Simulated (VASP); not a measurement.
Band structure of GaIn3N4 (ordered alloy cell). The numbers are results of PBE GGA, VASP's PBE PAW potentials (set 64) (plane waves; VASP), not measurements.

Unless said otherwise, spin-orbit coupling is left out, though it shifts the bands of the heavy elements here.

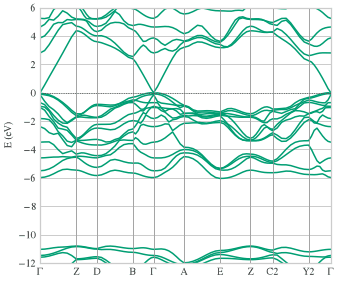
*Bands along high-symmetry lines, zero at the valence-band maximum or, without a gap, the Fermi level*

Task: Read the plot: is there a gap, and where are the band edges?

Result: It has no gap at this level: it comes out as a metal or semimetal. (Edges off the drawn lines would not show.)

The structure was generated: GaIn3N4 was put into an ordered model structure (Pm), which need not be its known phase. It was relaxed first.
